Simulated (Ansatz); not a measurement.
# How Nb absorbs and reflects light

What colour and refractive index does Nb have at this level of theory? The cell comes from an older database entry, whose edges can differ from later determinations, mostly by under a per cent.

Method: DFT, PBE, plane-wave PAW, default files, scalar-relativistic, independent-particle optical response without local fields, in Ansatz 0.2.0.

The database entry behind the starting cell differs from later determinations by our own check (about 0.8 % long, hydrogen-cycled sample), so it need not match the best structure at ambient conditions.

## 1. Set-up

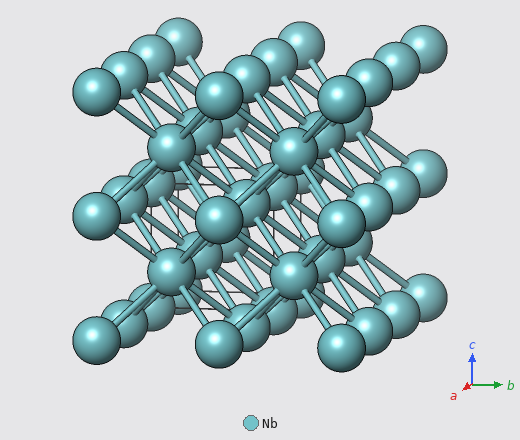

Start, viewed slightly off an axis; niobium teal. 3×2×2 cells are drawn. This picture shows the conventional cell, with its axes. Some periodic images of atoms are drawn too.

## 2. Ground state and bands

The self-consistent density comes first; it also tells whether there is a gap, which decides the occupations and the need for a Drude term.

This step: DFT, PBE, plane-wave PAW, default files, scalar-relativistic, ground state (Ansatz 0.2.0).

input.yaml

```yaml
crystal:
  lattice:
    - [-1.66395, 1.66395, 1.66395]
    - [1.66395, -1.66395, 1.66395]
    - [1.66395, 1.66395, -1.66395]
  atoms:
    - { symbol: Nb, position: [0.0, 0.0, 0.0] }
kpoints:
  mp_grid: { grid: [9, 9, 9] }
  band_path:
    path:
      - [[0.0, 0.0, 0.0], [0.5, -0.5, 0.5], [0.0, 0.0, 0.5], [0.0, 0.0, 0.0], [0.25, 0.25, 0.25], [0.5, -0.5, 0.5]]
      - [[0.25, 0.25, 0.25], [0.0, 0.0, 0.5]]
    npoints: 10
scf:
  occupations: { method: fermi_dirac, width: 0.05 }
  n_extra_bands: 6
hamiltonian:
  xc: pbe
  pseudopotentials: { kind: paw }
output:
  forces: true
  stress: true
  populations: true
  write_bands: true
  write_density: true
  write_potential: true
  elf: true
  volumetric_format: npy
```

Command:

```bash
$ ansatz run input.yaml --threads 4 --pin off --max-ram 8192MiB --backend cpu --events-out ev --progress --plain --runs-dir out
```

Numbers of over 12 decimals in the logs are rounded to 6 here.

Log:

```text
scf.n_extra_bands = 6 over 7 filled bands (N_el = 13.0): the run solves 13 bands
Engine: ansatz 0.2.0, aarch64-unknown-linux-gnu
Pseudopotentials: kind: paw
Pseudopotential: Nb, paw, valence charge 13, recommended cutoff 420 eV (normal), Nb.paw.azcp
Functional definition: PBE
  parameter kappa = 0.804
  parameter beta = 0.066725
  exchange = pbe_x(kappa = kappa, mu = beta*pi^2/3)
  correlation = pbe_c(beta = beta)
Crystal: 1 atoms, lattice volume = 18.428 Å³
Basis set: ecut = 420 eV, 369 PW (Γ), exchange–correlation on 40×40×40 points (8 copies of the dense FFT grid, shifted against one another)
Bands: 13, of which v1, the nominal top of the filled ones, is band 7 counted from 1 (6 counted from 0)
Symmetry: 48 space group operations
Space group: Im-3m (ITA 229), of the structure as read, at distance tolerance 2.6e-5 Å
k-points: 35 of 729
Non-local potential: Nb, projectors of the file, l = 0: 3, l = 1: 2, l = 2: 2, l = 3: 1
PAW form: soft (Blöchl's): semilocal exchange-correlation on the pseudo side does not see the compensation charge
PAW one-centre angular grid: Nb, 590 points (default); XC on 64 Gauss nodes
Initial density: superposition of atomic densities (neutral atoms: chi_scale 0, normalization atom), corrected by the library's trained network
Initial wavefunctions: pseudopotential atomic-orbital guess
Functional: x = pbe(κ = 0.804, μ = 0.219515), c = pbe(β = 0.066725)
SCF iter   1: F=—  HF=-4552.296327 eV  |F-HF|=—  |Δ(HF+E_count)|=         —  Δρ=3.38e-3  dr2=1.46e-3  ethr=1.77e-3  ⟨swp⟩=5.4  Hψ=2583  notcnv=0  defer=1
preconditioner: auto → none  [metal: Δε(μ)=0.087 eV  Ē_g=10.403 eV  σ=0.050 eV  W_gap=0.35  n_scr=0 (ndim 8)  ℏωp=19.3 eV  f_vac=0.000  D(μ)=1.53/eV (n_scr^D=18)]
SCF iter   2: F=—  HF=-4552.296031 eV  |F-HF|=—  |Δ(HF+E_count)|=   2.96e-4  Δρ=1.46e-3  dr2=1.92e-4  ethr=1.13e-5  ⟨swp⟩=2.1  Hψ=863  notcnv=0  defer=4
SCF iter   3: F=—  HF=-4552.296048 eV  |F-HF|=—  |Δ(HF+E_count)|=   1.73e-5  Δρ=3.55e-4  dr2=1.23e-5  ethr=1.48e-6  ⟨swp⟩=1.0  Hψ=406  notcnv=0  defer=4
SCF iter   4: F=—  HF=-4552.296048 eV  |F-HF|=—  |Δ(HF+E_count)|=   6.37e-7  Δρ=3.35e-5  dr2=6.03e-8  ethr=9.47e-8  ⟨swp⟩=1.3  Hψ=432  notcnv=0  defer=4
iter 5 did not close the SCF: its close was put off for the readings that it lacked (scf_convergence_deferred on its scf_iter line)
SCF iter   5: F=-4552.296048 eV  HF=-4552.296048 eV  |F-HF|=2.13e-9  |Δ(HF+E_count)|=   2.06e-8  Δρ=6.77e-6  dr2=4.56e-9  ethr=4.64e-10  ⟨swp⟩=2.7  Hψ=602  notcnv=0  defer=4
SCF iter   6: F=-4552.296048 eV  HF=-4552.296048 eV  |F-HF|=9.09e-13  |Δ(HF+E_count)|=   1.55e-9  Δρ=9.56e-7  dr2=6.56e-11  ethr=3.51e-11  ⟨swp⟩=7.5  Hψ=2242  notcnv=0
SCF 1 converged in 6 iterations: F = -4552.296048 eV  dr2 = 6.56e-11
  greatest PAW one-centre occupation: 0.998 electrons in one spin orbital (limit 2), on the Nb atom at site 0 (counted from 0), in its partial waves of l = 0
NSCF: frozen V_eff on 62 k-points
SCF converged after 6 iterations
Free energy (F): -4552.296048 eV
Harris-Foulkes:  -4552.296048 eV  (|F-HF|=9.09e-13)
Internal energy: -4552.283845 eV  (E = F + TS)
E sigma→0 (E₀):  -4552.289947 eV
Entropy (-TS):   -0.012203 eV (-12.203 meV/atom)
Fermi energy:    17.316680 eV
--- Per-component energies (eV) ---
  E_band       = -73.479851
  E_kinetic    = 394.325028
  E_local      = -706.841193  (includes V_loc(G=0)·N_el)
  E_nonlocal   = 119.832649
  E_hartree    = 219.796923
  E_xc         = -175.428613
  E_vxc        = -212.801140  (∫ρ·V_xc dr)
  E_paw        = -3073.366692  (= ΣΔE_a)
  E_vpaw       = -107.589195  (= ΣTr[D̂ρ^β])
  E_aug_tail   = 0.000006  (compensation charges beyond the density's cutoff)
  E_ewald      = -1330.601953
  E_smearing   = -0.012203  (= −TS)
  E_closure    = 0.000000  (closes the sum)
  Σ components = -4552.296048   (vs F -4552.296048, Δ=0.00e0)
--- Forces (eV/Å), atoms counted from 1 ---
  atom   1  Nb    -0.00000000     0.00000000    -0.00000000
  max |Σ_I F_I| component: 1.85e-32 eV/Å
--- Stress (GPa, compression-positive) ---
       -2.916615      -0.000000      -0.000000
       -0.000000      -2.916615      -0.000000
        0.000000       0.000000      -2.916615
  P = ⅓ Tr σ = -2.9166 GPa (-29.166 kbar)
--- Band table (eV; the first three rows and the last of 35) ---
  k-point 0: bands = [... 3 lower, -12.4099, 11.4439, 17.6841, 17.6841, 17.6841, 20.5183, 20.5183, 31.3854, ... 2 higher]
  k-point 1: bands = [... 3 lower, -12.4111, 11.9261, 17.3958, 17.5927, 18.1540, 20.1435, 20.5257, 31.7361, ... 2 higher]
  k-point 2: bands = [... 3 lower, -12.4143, 13.0752, 16.7524, 17.2497, 19.4897, 19.9530, 20.6187, 31.7610, ... 2 higher]
  k-point 34: bands = [... 3 lower, -13.2513, 13.8525, 13.9256, 21.9513, 21.9513, 22.5371, 25.5561, 27.2735, ... 2 higher]
--- Löwdin populations: 1 site ---
  site symbol       q [e]
     0     Nb     12.9537
  spilling = 0.003560 (of n_electrons = 13.000000)
```

Elapsed: 0.42 s, on 4 threads of Arm Neoverse V1, shared host; peak memory 0.26 GiB.

The column dr2 measures how far the density is from self-consistency, as an energy; F and HF (Harris–Foulkes) agree once it is small.

Read-outs, printed or worked out from the files:

```
free energy         : -4552.2960 eV
Fermi energy        : 17.32 eV
electrons           : 13
symmetry operations : 48
pressure            : -2.917 GPa
volume              : 18.43 Å³
gap on the path     : 0 eV
```

There are states at the Fermi level within the smearing, so the occupations stay smeared and the carriers get a Drude term. The cell is left with a pressure of -2.9 GPa, as it stands unrelaxed at this level.

Electronic bands along the path, in eV, zero at the Fermi level; # counts the bands kept:

```csv
point,#1,#2,#3,#4,#5,#6
Γ,-5.87,0.37,0.37,0.37,3.20,3.20
H,-3.60,-3.60,5.45,5.45,5.45,8.87
N,-3.63,-1.60,2.18,3.22,3.88,6.19
Γ,-5.87,0.37,0.37,0.37,3.20,3.20
P,-1.08,-1.08,-1.08,4.01,4.01,9.20
H,-3.60,-3.60,5.45,5.45,5.45,8.87
jump to P,-1.08,-1.08,-1.08,4.01,4.01,9.20
N,-3.63,-1.60,2.18,3.22,3.88,6.19
```

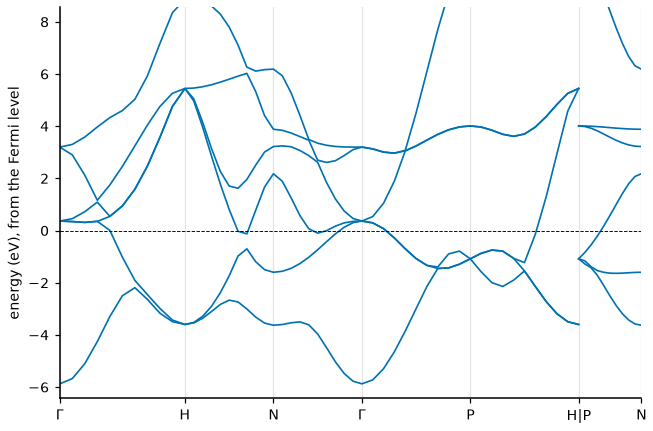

Electronic bands along the path.

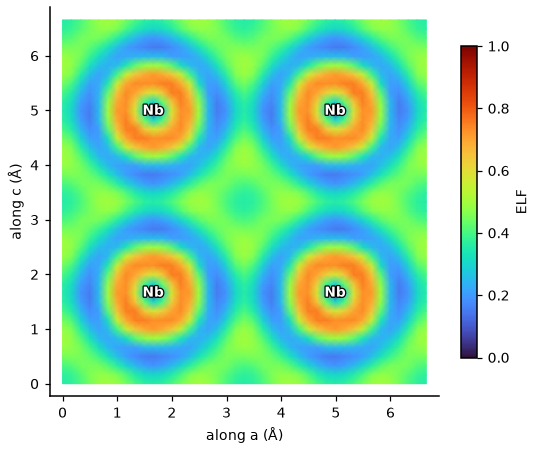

ELF in the ac plane of the conventional cell at fractional y = 0.000, with atoms of Nb within 0.2 Å of it. It is the smooth field of the valence electrons, not physical close to the nuclei. The map starts off the cell's origin, so that atoms lie inside it.

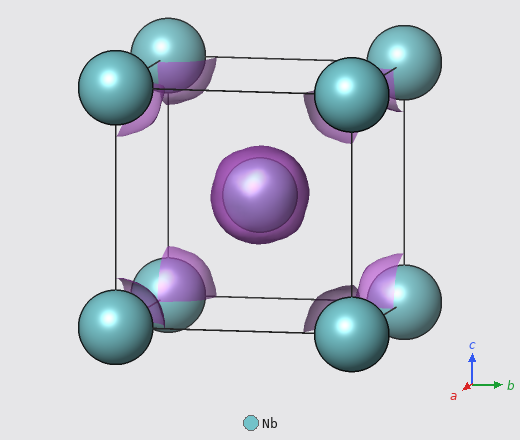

Surface of ELF = 0.7.

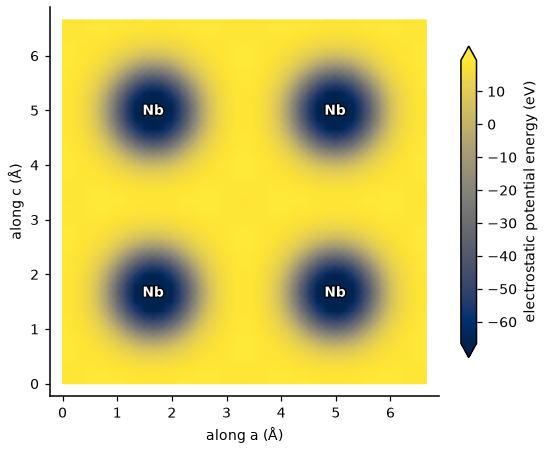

Electrostatic potential energy in the ac plane of the conventional cell at fractional y = 0.000, with atoms of Nb within 0.2 Å of it. With pseudopotentials it is smooth inside the atoms' cores, unlike the true potential. The map starts off the cell's origin, so that atoms lie inside it.

## 3. Spectrum

With the density converged, the vertical transitions are summed over the zone.

This step: DFT, PBE, plane-wave PAW, default files, scalar-relativistic, independent-particle optical response without local fields (Ansatz 0.2.0).

input.yaml, the sections that differ from step 2:

```yaml
kpoints:
  mp_grid: { grid: [12, 12, 12] }
scf:
  occupations: { method: fermi_dirac, width: 0.05 }
output:
  optics:
    e_range: [0, 20]
    de: 0.05
    sigma: 0.1
    drude_damping: 0.1
    nscf_kmesh: { grid: [14, 14, 14] }
    bands: { spectra_wanted_up_to: 20 }
# crystal, hamiltonian: as in step 2
```

Log:

```text
[...]
Crystal: 1 atoms, lattice volume = 18.428 Å³
Basis set: ecut = 420 eV, 369 PW (Γ)
Bands: 11, of which v1, the nominal top of the filled ones, is band 7 counted from 1 (6 counted from 0)
Symmetry: 48 space group operations
[...]
k-points: 72 of 1728
[...]
SCF iter   1: F=—  HF=-4552.297745 eV  |F-HF|=—  |Δ(HF+E_count)|=         —  Δρ=3.18e-3  dr2=1.50e-3  ethr=1.77e-3  ⟨swp⟩=5.1  Hψ=4632  notcnv=0
[...]
SCF iter   6: F=-4552.297484 eV  HF=-4552.297484 eV  |F-HF|=3.64e-12  |Δ(HF+E_count)|=  2.64e-11  Δρ=3.71e-7  dr2=5.32e-12  ethr=1.00e-12  ⟨swp⟩=3.3  Hψ=1840  notcnv=0
SCF 1 converged in 6 iterations: F = -4552.297484 eV  dr2 = 5.32e-12
[...]
NSCF: frozen V_eff on 104 k-points
output.optics: what the bands over the 20 summed would add to eps1, eps2 and the energy-loss function is held between a lower and an upper bound (6 Lanczos steps). eps1, eps2 and their loss function (loss_summed_bands) are given on every row as the summed bands alone make them. Along an axis, on a row where the two bounds hold the loss function to about 1 % of the greater of itself and 0.5 % of |1/eps|, its cell (loss_completed) is given, with the completed eps1 and eps2 that it is formed of (a cell that is left empty reads nan in the table and null in the record). The two bounds hold it so along every axis on all 400 rows up to 20.000 eV. [rest of the remark cut]
SCF converged after 6 iterations
Free energy (F): -4552.297484 eV
[...]
Internal energy: -4552.288090 eV  (E = F + TS)
E sigma→0 (E₀):  -4552.292787 eV
Entropy (-TS):   -0.009394 eV (-9.394 meV/atom)
Fermi energy:    17.287157 eV
[...]
--- Band table (eV; the first three rows and the last of 72) ---
  k-point 0: bands = [... 3 lower, -12.4144, 11.4434, 17.6819, 17.6819, 17.6819, 20.5158, 20.5158, 31.3849]
  k-point 1: bands = [... 3 lower, -12.4151, 11.7199, 17.5141, 17.6374, 17.9477, 20.2736, 20.5181, 31.6010]
  k-point 2: bands = [... 3 lower, -12.4170, 12.4634, 17.0913, 17.4285, 18.7222, 19.9528, 20.5516, 31.9342]
  k-point 71: bands = [... 3 lower, -13.2826, 13.7173, 13.7173, 22.7612, 22.7612, 22.7612, 26.1879, 26.1879]
```

Run time: 5.5 s. Hardware: 4 threads; peak memory 0.81 GiB; 19 s of CPU time.

Read-outs, printed or worked out from the files:

- main peak of the optical conductivity above 1 eV, first axis: 4.302 eV
- Drude plasma energy, first axis: 8.889 eV
- bands summed: 20
- spectra valid up to: 30.72 eV
- program's estimate of the k-sum error in Im epsilon: 0.21 %
- electrons in the f-sum: 10.89

The Im ε, any direction has structure finer than the step of the table below, so its rows give means over 1 eV, whole bins alone (the curve runs from 0.3 to 20 eV). Peaks (eV: height): 2.4: 26.0, 4.3: 33.0.

Table of Im ε, any direction by photon energy; means over each step:

```csv
photon energy (eV),"Im ε, any direction"
1,24.3
2,22.4
3,18.5
4,22.4
5,12.7
6,4.87
7,3.48
8,1.97
9,0.957
10,1.73
11,2.24
12,2.14
13,2.12
14,2.86
15,2.42
16,1.59
17,0.607
18,0.496
19,0.650
```

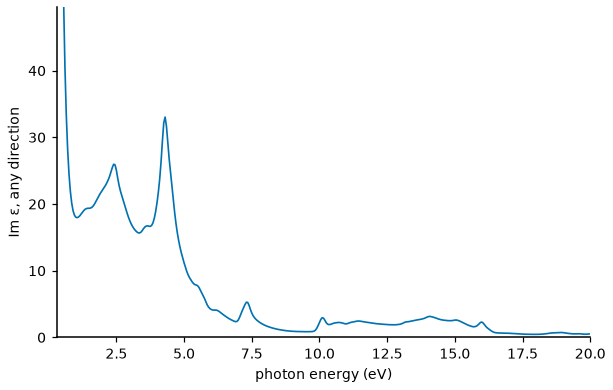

Im ε, any direction against photon energy. Below 1 eV the curve runs off the scale.

The Re ε, any direction by photon energy:

```csv
photon energy (eV),"Re ε, any direction"
1,-49.6
2,-0.691
3,-3.62
4,5.02
5,-13.6
6,-8.05
7,-3.16
8,-3.94
9,-1.70
10,0.916
11,-0.0794
12,-0.318
13,0.361
14,-0.0154
15,-0.918
16,-1.38
17,-0.849
18,-0.269
19,-0.182
20,-0.0240
```

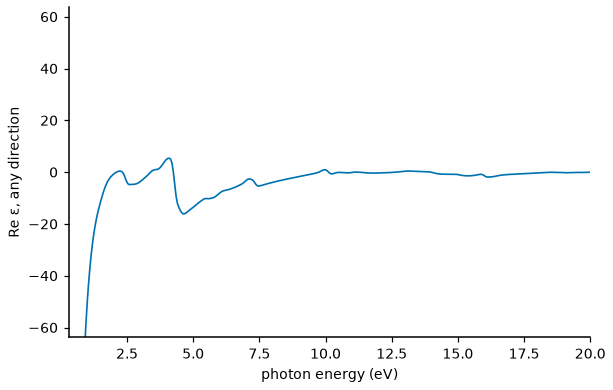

Re ε, any direction against photon energy. Below 1 eV the curve runs off the scale.

The loss function −Im 1/ε at q → 0, any direction has structure finer than the step of the table below, so its rows give means over 1 eV, whole bins alone (the curve runs from 0.3 to 20 eV). Peaks (eV: height): 9.8: 1.12, 18.2: 1.88, 19.9: 2.06.

Loss function −Im 1/ε at q → 0, any direction against energy loss; means over each step:

```csv
energy loss (eV),"loss function −Im 1/ε at q → 0, any direction"
1,0.0119
2,0.0433
3,0.0538
4,0.0456
5,0.0373
6,0.0535
7,0.114
8,0.100
9,0.299
10,0.620
11,0.446
12,0.461
13,0.469
14,0.343
15,0.342
16,0.337
17,0.568
18,1.49
19,1.48
```

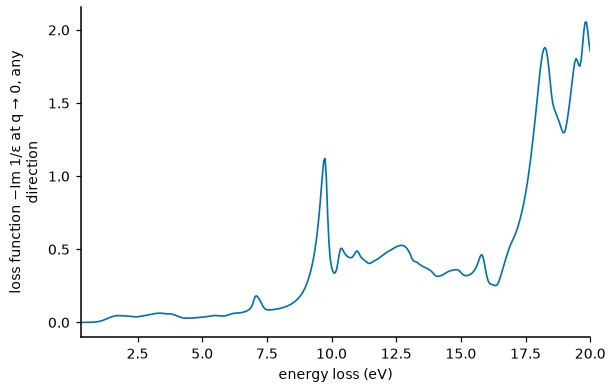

Loss function −Im 1/ε at q → 0, any direction against energy loss.

Values under 1 per cm are given as 1. The absorption coefficient, any direction by photon energy:

```csv
photon energy (eV),"absorption coefficient, any direction (1/cm)"
1.00,7.3e5
2.00,6.9e5
3.00,1.0e6
4.00,1.1e6
5.00,2.0e6
6.00,1.8e6
7.00,1.4e6
8.00,1.6e6
9.00,1.2e6
10.00,8.9e5
11.00,1.1e6
12.00,1.3e6
13.00,1.2e6
14.00,1.8e6
15.00,2.1e6
16.00,2.3e6
17.00,1.7e6
18.00,1.2e6
19.00,1.3e6
20.00,1.1e6
```

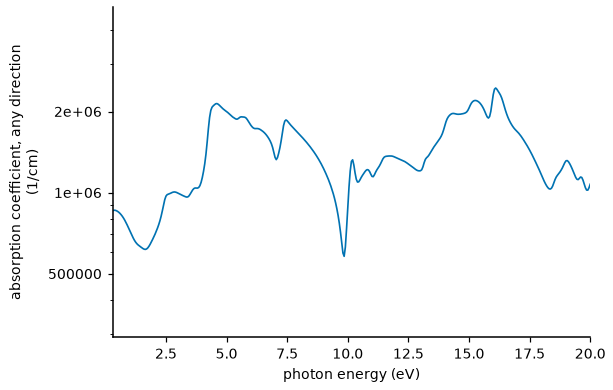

Absorption coefficient, any direction, plotted against photon energy.

The reflectivity at normal incidence, any direction has structure finer than the step of the table below, so its rows give means over 1 eV, whole bins alone (the curve runs from 0.3 to 20 eV). Peaks (eV: height): 5.8: 76.2, 8.1: 71.7, 10.2: 29.1, 15.5: 41.6, 16.4: 62.9.

Reflectivity at normal incidence, any direction against photon energy; means over each step:

```csv
photon energy (eV),"reflectivity at normal incidence, any direction (%)"
1,87.2
2,58.1
3,55.3
4,54.9
5,72.6
6,73.6
7,61.7
8,70.7
9,59.8
10,21.9
11,22.2
12,23.9
13,18.2
14,25.2
15,34.6
16,46.1
17,53.7
18,34.5
19,23.6
```

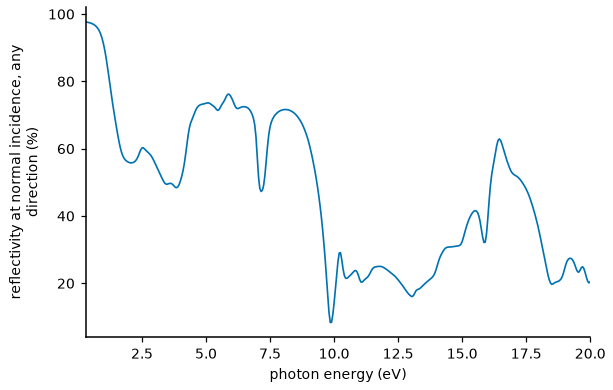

Reflectivity at normal incidence, any direction, plotted against photon energy.

From ε follow the optical constants at some laser and lamp lines:

```csv
wavelength (nm),n,k,R (%),1/α
1550,1.12,9.751,95.5,13 nm
800,2.46,3.950,64.3,16 nm
633,3.23,3.392,56.1,15 nm
450,2.86,3.586,58.8,10.0 nm
405,2.65,3.189,54.9,10 nm
248,1.42,3.947,73.5,5.0 nm
193,0.66,2.622,72.5,5.9 nm
```

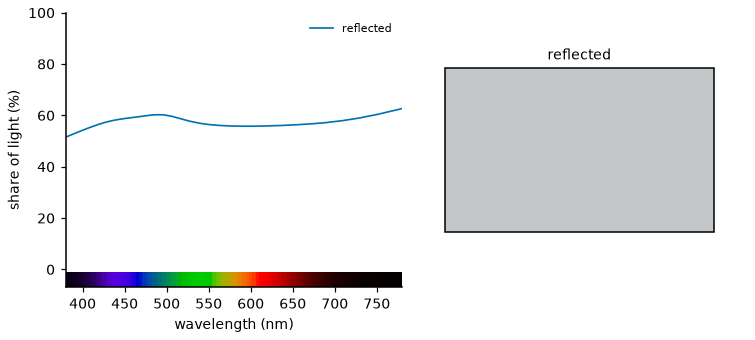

Light reflected across the visible range, with the colour that it makes of daylight (sRGB).

In reflection the computed colour is light grey: x = 0.308, y = 0.326, luminous reflectivity 57 %.

## 4. What came out

```
gap on the path                                              : 0 eV
main peak of the optical conductivity above 1 eV, first axis : 4.30 eV
Drude plasma energy, first axis                              : 8.89 eV
```

In words: At this level (PBE, independent particles) Nb is a metal with a Drude plasma energy of 8.9 eV; it reflects 56 % at 550 nm. Along x the bare Drude plasma energy is 8.9 eV; Re ε first rises through zero at 2.10 eV, far lower, because interband transitions screen the carriers. Im ε is 23 there, so the loss peak at that energy is weak. In reflection the computed colour is light grey: x = 0.308, y = 0.326, luminous reflectivity 57 %. In the base run ε includes the program's bounded estimate of what the bands above those summed add. The carriers' damping of 0.1 eV is typed, not computed; at 0.8 eV the carriers give 69 % of Im ε along the first axis; the rest comes from the sum over bands, which at low energy also holds close bands and the noise of the mesh. The Fermi-Dirac width of 0.05 eV acts as an electron temperature of 580 K in the carriers' term.

[Logs are printed without paths, hosts, clocks, repeated set-up lines and the standing remarks that a program may print on its own settings, such as how far it seeks lower states.]

[Hosts, paths, dates, database ids (printed as entryN), source tags and the programs' standing remarks are cut or masked in the printed files.]
